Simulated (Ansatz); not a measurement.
# The potential step between two gates: Ga2SSe under 1T-SnS2, AB

Two oppositely charged gates put a neutral stack in a displacement field D. The voltage between them is D/ε₀ times an electrical distance, shorter than the real one because the stack screens.

Set-up. Ansatz 0.2.0, plane waves with PAW datasets (its set soft_2), PBE-D3(BJ); isolated slab, charged sheets 4 Å from the outer atoms behind model barriers, atoms held. Voltages count from the uncharged case.

| run | D/ε₀ (V/nm) | step in an electron's potential, upper less lower gate (eV) |
| --- | --- | --- |
| run 1 | 0.000 | 0.000 |
| run 2 | 0.543 | 0.406 |
| run 3 | 1.086 | 0.812 |
| run 4 | 2.171 | 1.625 |
| run 5 | 4.343 | ? |

**Question.** What value belongs in the row marked “?”, and how far can the other rows tell?

A least-squares line through the 4 rows shown has slope 0.7485 and intercept −0.0003; no row lies more than 0.001 eV off it. The size of the slope, 0.748 nm, is the electrical distance; the sheets are 1.868 nm apart, and screening reaches beyond the outer atoms. At 4.343 it gives 0.7485 × 4.343 + (−0.0003) = 3.250 eV, beyond the rows fitted. Rounding and scatter of the rows alone allow about ±0.003 eV there.

The run itself gives 3.253 eV: a miss of +0.003 eV, or 0.1 % of the value. Screening stays linear to within 1 % over this range.

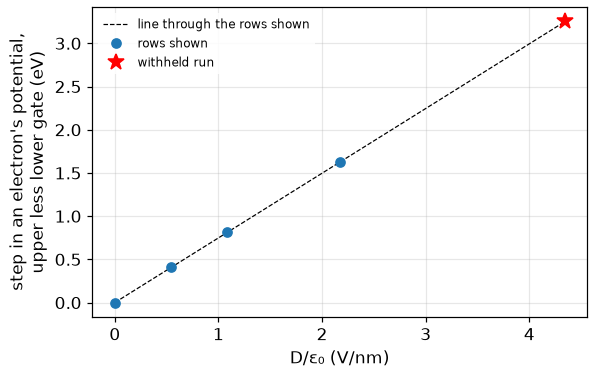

The fit and the withheld run.

Caveats: The gates are model sheets, not atoms.
